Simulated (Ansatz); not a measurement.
**C2H6Ga (SMILES C[Ga]C) at 6 levels**

Aim: a comparison of 6 runs (UHF/STO-3G, UB2PLYP/6-31G*, UCAM-B3LYP/6-31G*, UPBE-QIDH/6-31G*, UPBE0/6-31G*, RPA@PBE0/6-31G*) of C2H6Ga. 

The calculation is run with Ansatz 0.2.0.

70 further runs of the same task are left out: 1 that didn't finish, 69 set aside as unsound or not needed.

## Step 1: The system as given

The species is C2H6Ga (9 atoms), meant as a doublet with charge 0. SMILES: `C[Ga]C`. The C3–H7 distance was set to 2.396 Å, away from the relaxed value. At this shape a bond of the SMILES string is far longer than usual.

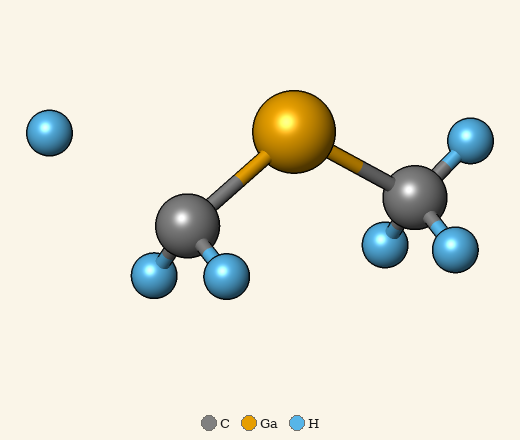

The structure, seen from a chosen angle (carbon grey, gallium amber, hydrogen blue).

## Step 2: The energy at UHF/STO-3G (run 1)

input.yaml

```yaml
crystal:
  periodic: [false, false, false]
  atoms:
    - {symbol: C, position_ang: [-2.360274, 1.591679, -0.357829]}
    - {symbol: Ga, position_ang: [-0.657024, 0.814219, 0.339901]}
    - {symbol: C, position_ang: [0.160296, -0.710951, -0.659159]}
    - {symbol: H, position_ang: [-3.127944, 0.811169, -0.355649]}
    - {symbol: H, position_ang: [-2.206124, 1.908359, -1.394209]}
    - {symbol: H, position_ang: [-2.716344, 2.439999, 0.225071]}
    - {symbol: H, position_ang: [2.201980, -1.496820, 0.318200]}
    - {symbol: H, position_ang: [0.355726, -0.393371, -1.688359]}
    - {symbol: H, position_ang: [-0.559534, -1.535021, -0.692839]}
basis:
  gaussian: {orbitals: STO-3G}
magnetization: {spin_polarized: true, initial_magnetization: 1}
hamiltonian: {xc: hf}
accuracy: high
output: {orbitals: {seedname: orbitals}}
```

Launch:

```console
$ ansatz run input.yaml --threads 1 --pin off --max-ram 3480MiB --events-out events.jsonl --progress --plain --runs-dir runs
```

Output:

```text
Warning: RAYON_NUM_THREADS=1 ignored (pool sized by the plan → 1); use --threads N
Functional definition: HF
  name "HF"
  exchange = exact_x
  correlation = 0
569 factors; integrals over basis functions are off by at most 5.5e-9 eV
mean field evaluation 1: about -53839.5059 eV, gradient 1.8e1 eV
mean field evaluation 2: about -53839.6190 eV, gradient 1.8e1 eV
mean field evaluation 4: about -53842.9880 eV, gradient 1.1e1 eV
mean field evaluation 8: about -53851.0423 eV, gradient 6.1e0 eV
mean field evaluation 16: about -53853.3528 eV, gradient 5.9e-1 eV
mean field evaluation 32: about -53848.3249 eV, gradient 1.1e1 eV
mean field evaluation 64: about -53850.7946 eV, gradient 4.0e0 eV
mean field evaluation 96: about -53853.6922 eV, gradient 2.0e-2 eV
mean field evaluation 128: about -53853.5638 eV, gradient 8.8e-1 eV
mean field evaluation 160: about -53853.5780 eV, gradient 9.9e-2 eV
mean field evaluation 192: about -53849.6453 eV, gradient 2.4e0 eV
mean field evaluation 224: about -53852.5565 eV, gradient 1.1e-1 eV
mean field evaluation 256: about -53852.1602 eV, gradient 5.5e-1 eV
mean field evaluation 288: about -53852.9770 eV, gradient 9.1e-1 eV
mean field evaluation 320: about -53848.7565 eV, gradient 7.8e0 eV
mean field evaluation 352: about -53846.0635 eV, gradient 1.3e1 eV
mean field evaluation 384: about -53848.2984 eV, gradient 8.4e0 eV
mean field evaluation 416: about -53849.5715 eV, gradient 1.4e1 eV
mean field evaluation 448: about -53853.6993 eV, gradient 1.5e-8 eV
mean field evaluation 480: about -53852.1924 eV, gradient 6.3e0 eV
mean field -53853.70223386 eV, -1979.0870537440 hartree, gradient 9.6e-8 eV, S^2 2.220141; 7 other end points of the search recorded, 0 dependent functions left out
reference -53853.70223386 eV, -1979.0870537440 hartree; 25, 24 occupied and 9, 10 virtual orbitals, 569 factors
Total energy: -53853.70223386 eV, -1979.0870537440 hartree
```

Wall time 5.1 s (1 thread of Arm Neoverse V2, shared host); peak memory 0.091 GiB.

## Step 3: The energy at UB2PLYP/6-31G(d) (spherical functions) (run 2)

job.yaml

```yaml
crystal:
  periodic: [false, false, false]
  atoms:
    - {symbol: C, position_ang: [-2.360274, 1.591679, -0.357829]}
    - {symbol: Ga, position_ang: [-0.657024, 0.814219, 0.339901]}
    - {symbol: C, position_ang: [0.160296, -0.710951, -0.659159]}
    - {symbol: H, position_ang: [-3.127944, 0.811169, -0.355649]}
    - {symbol: H, position_ang: [-2.206124, 1.908359, -1.394209]}
    - {symbol: H, position_ang: [-2.716344, 2.439999, 0.225071]}
    - {symbol: H, position_ang: [2.201980, -1.496820, 0.318200]}
    - {symbol: H, position_ang: [0.355726, -0.393371, -1.688359]}
    - {symbol: H, position_ang: [-0.559534, -1.535021, -0.692839]}
basis:
  gaussian: {orbitals: 6-31G_st_-spherical.json}
correlation: {frozen_orbitals: {C: 1, Ga: 9, H: 0}}
accuracy: high
magnetization: {spin_polarized: true, initial_magnetization: 1}
output: {orbitals: {seedname: orbitals}}
hamiltonian: {xc: {name: B2PLYP}}
```

The basis set 6-31G* is read from a file made from the Basis Set Exchange's data (not shown).

Launch:

```console
$ ansatz run job.yaml --threads 1 --pin off --max-ram 3480MiB --events-out events.jsonl --progress --plain --runs-dir runs
```

Output:

```text
Warning: RAYON_NUM_THREADS=1 ignored (pool sized by the plan → 1); use --threads N
Functional definition: B2PLYP
  name "B2PLYP"
  parameter a = 0.53
  parameter c = 0.27
  exchange = (1 - a)*b88_x + a*exact_x
  correlation = (1 - c)*lyp_c + c*(mp2_os + mp2_ss)
1664 factors; integrals over basis functions are off by at most 4.7e-9 eV
mean field evaluation 1: about -54511.3085 eV, gradient 3.4e1 eV
mean field evaluation 2: about -54511.3429 eV, gradient 3.4e1 eV
mean field evaluation 4: about -54515.7883 eV, gradient 1.6e1 eV
mean field evaluation 8: about -54518.4688 eV, gradient 1.8e0 eV
mean field evaluation 16: about -54518.9154 eV, gradient 8.4e-2 eV
mean field evaluation 32: about -54518.9157 eV, gradient 8.8e-7 eV
mean field evaluation 64: about -54519.6252 eV, gradient 7.0e-7 eV
mean field evaluation 96: about -54519.6252 eV, gradient 8.6e-8 eV
mean field evaluation 128: about -54518.3841 eV, gradient 4.8e0 eV
mean field -54519.62521576 eV, -2003.5592719501 hartree, gradient 6.4e-8 eV, S^2 1.552805; 5 other end points of the search recorded, 0 dependent functions left out
11 core orbitals not correlated: weight in the atoms' cores, before any rotation towards them, 1.000 or more for the frozen orbitals, at most 0.000 for the correlated occupied ones
reference -54519.62524267 eV, -2003.5592729390 hartree; 14, 13 occupied and 47, 48 virtual orbitals, 1664 factors
second order -15.53765255 eV of doubles, -0.00000000 eV of singles
Total energy: -54523.82040886 eV, -2003.7134424528 hartree
```

It took 44 s on 1 thread of Arm Neoverse V2, shared host; peak memory 0.44 GiB.

## Step 4: A single-point energy at UCAM-B3LYP/6-31G(d) (spherical functions) (run 3)

input.yaml: that of step 2 with these lines changed.

```diff
@@ -13,6 +13,10 @@
 basis:
-  gaussian: {orbitals: STO-3G}
-magnetization: {spin_polarized: true, initial_magnetization: 1}
-hamiltonian: {xc: hf}
+  gaussian:
+    orbitals: 6-31G_st_-spherical.json
+magnetization:
+  spin_polarized: true
+  initial_magnetization: 1
 accuracy: high
+hamiltonian:
+  xc: {name: CAM-B3LYP}
 output: {orbitals: {seedname: orbitals}}
```

The basis set 6-31G* is read from a file made from the Basis Set Exchange's data (not shown).

Launch:

```console
$ ansatz run input.yaml --threads 1 --pin off --max-ram 3480MiB --events-out events.jsonl --progress --plain --runs-dir runs
```

Output:

```text
Warning: RAYON_NUM_THREADS=1 ignored (pool sized by the plan → 1); use --threads N
Functional definition: CAM-B3LYP
  name "CAM-B3LYP"
  parameter alpha = 0.19
  parameter beta = 0.46
  parameter omega = 0.33/bohr
  parameter ac = 0.81
  exchange = (1 - alpha - beta)*b88_x + beta*b88_x_sr(omega) + alpha*exact_x + beta*exact_x_lr(omega)
  correlation = (1 - ac)*vwn5_c + ac*lyp_c
1664 factors; integrals over basis functions are off by at most 4.7e-9 eV
422 factors; integrals over basis functions are off by at most 2.2e-9 eV
mean field evaluation 1: about -54529.2694 eV, gradient 3.8e1 eV
mean field evaluation 2: about -54518.3350 eV, gradient 5.4e1 eV
mean field evaluation 4: about -54536.9759 eV, gradient 6.1e0 eV
mean field evaluation 8: about -54537.6106 eV, gradient 2.7e0 eV
mean field evaluation 16: about -54538.4263 eV, gradient 5.7e-1 eV
mean field evaluation 32: about -54538.3695 eV, gradient 4.1e-1 eV
mean field evaluation 64: about -54538.3673 eV, gradient 4.8e-1 eV
mean field evaluation 96: about -54537.6851 eV, gradient 4.4e-1 eV
mean field -54538.48523985 eV, -2004.2523650515 hartree, gradient 9.2e-8 eV, S^2 1.454524; 4 other end points of the search recorded, 0 dependent functions left out
reference -54538.48526039 eV, -2004.2523658064 hartree; 25, 24 occupied and 47, 48 virtual orbitals, 1664 factors
Total energy: -54538.48526039 eV, -2004.2523658064 hartree
```

It took 44 s on 1 thread of Arm Neoverse V2, shared host; peak memory 0.48 GiB.

Runs 4 to 5 aren't shown in full; the table further down has their settings and results.

## Step 5: A single-point energy at RPA@PBE0/6-31G(d) (spherical functions) (run 6)

molecule.yaml

```yaml
crystal:
  periodic: [false, false, false]
  atoms:
    - {symbol: C, position_ang: [-2.360274, 1.591679, -0.357829]}
    - {symbol: Ga, position_ang: [-0.657024, 0.814219, 0.339901]}
    - {symbol: C, position_ang: [0.160296, -0.710951, -0.659159]}
    - {symbol: H, position_ang: [-3.127944, 0.811169, -0.355649]}
    - {symbol: H, position_ang: [-2.206124, 1.908359, -1.394209]}
    - {symbol: H, position_ang: [-2.716344, 2.439999, 0.225071]}
    - {symbol: H, position_ang: [2.201980, -1.496820, 0.318200]}
    - {symbol: H, position_ang: [0.355726, -0.393371, -1.688359]}
    - {symbol: H, position_ang: [-0.559534, -1.535021, -0.692839]}
basis:
  gaussian:
    orbitals: 6-31G_st_-spherical.json
magnetization:
  spin_polarized: true
  initial_magnetization: 1
hamiltonian:
  xc: {name: PBE0}
correlation:
  method: rpa
  frozen_orbitals: {C: 1, Ga: 9, H: 0}
accuracy: high
```

The basis set 6-31G* is read from a file made from the Basis Set Exchange's data (not shown).

Launch:

```console
$ ansatz run molecule.yaml --threads 1 --pin off --max-ram 3480MiB --events-out events.jsonl --progress --plain --runs-dir runs
```

Output:

```text
Warning: RAYON_NUM_THREADS=1 ignored (pool sized by the plan → 1); use --threads N
Functional definition: PBE0
  name "PBE0"
  parameter a = 0.25
  parameter kappa = 0.804
  parameter beta = 0.06672455060314922
  exchange = (1 - a)*pbe_x(kappa = kappa, mu = beta*pi^2/3) + a*exact_x
  correlation = pbe_c(beta = beta)
1664 factors; integrals over basis functions are off by at most 4.7e-9 eV
mean field evaluation 1: about -54515.1586 eV, gradient 4.4e1 eV
mean field evaluation 2: about -54515.1746 eV, gradient 4.4e1 eV
mean field evaluation 4: about -54522.4042 eV, gradient 2.1e1 eV
mean field evaluation 8: about -54526.9691 eV, gradient 2.5e0 eV
mean field evaluation 16: about -54527.0821 eV, gradient 7.5e-3 eV
mean field evaluation 32: about -54527.0821 eV, gradient 1.4e-7 eV
mean field evaluation 64: about -54527.1255 eV, gradient 5.3e-8 eV
mean field evaluation 96: about -54527.0815 eV, gradient 1.5e-1 eV
mean field evaluation 128: about -54526.0318 eV, gradient 5.2e0 eV
mean field -54527.12546333 eV, -2003.8349009644 hartree, gradient 5.3e-8 eV, S^2 1.469388; 5 other end points of the search recorded, 0 dependent functions left out
11 core orbitals not correlated: weight in the atoms' cores, before any rotation towards them, 1.000 or more for the frozen orbitals, at most 0.000 for the correlated occupied ones
reference -54477.05176968 eV, -2001.9947266639 hartree; 14, 13 occupied and 47, 48 virtual orbitals, 1664 factors
Total energy: -54495.21705473 eV, -2002.6622885767 hartree
```

Wall time 43 s (1 thread of Arm Neoverse V2, shared host); peak memory 0.47 GiB.

## Step 6: Overview of the runs

```
run                                    level  frozen core orbitals   energy (Eh)  HOMO energy (eV)  LUMO energy (eV)   ⟨S²⟩  wall time
  1                               UHF/STO-3G                     –  -1979.087054             -6.19              3.78  2.220      5.1 s
  2     UB2PLYP/6-31G* (spherical functions)                    11  -2003.713442             -5.80             -0.69  1.553       44 s
  3  UCAM-B3LYP/6-31G* (spherical functions)                     –  -2004.252366             -6.12             -1.03  1.455       44 s
  4   UPBE-QIDH/6-31G* (spherical functions)                    11  -2003.450753             -6.60              0.03  1.605       39 s
  5       UPBE0/6-31G* (spherical functions)                     –  -2003.834901             -4.93             -1.92  1.469       34 s
  6    RPA@PBE0/6-31G* (spherical functions)                    11  -2002.662289                 –                 –  1.469       43 s
```

## Step 7: Summary of results

```
                                quantity           value
                     run 6: total energy  -2002.66229 Eh
 run 6: RPA correlation energy (valence)      -667.6 mEh
run 6: ⟨S²⟩ of the reference determinant           1.469
```

In words: Totals of different functionals can't be ranked against each other. In run 1 the basis is minimal, so the values are rough. Spin contamination of the reference: run 1 ⟨S²⟩ = 2.22, run 4 ⟨S²⟩ = 1.61, run 2 ⟨S²⟩ = 1.55, run 5 ⟨S²⟩ = 1.47, run 6 ⟨S²⟩ = 1.47, run 3 ⟨S²⟩ = 1.45. Where it is this large, the reference is a mixture of spin states, and values that rest on it are in doubt. All runs together took 3.5 min, the longest 44 s.
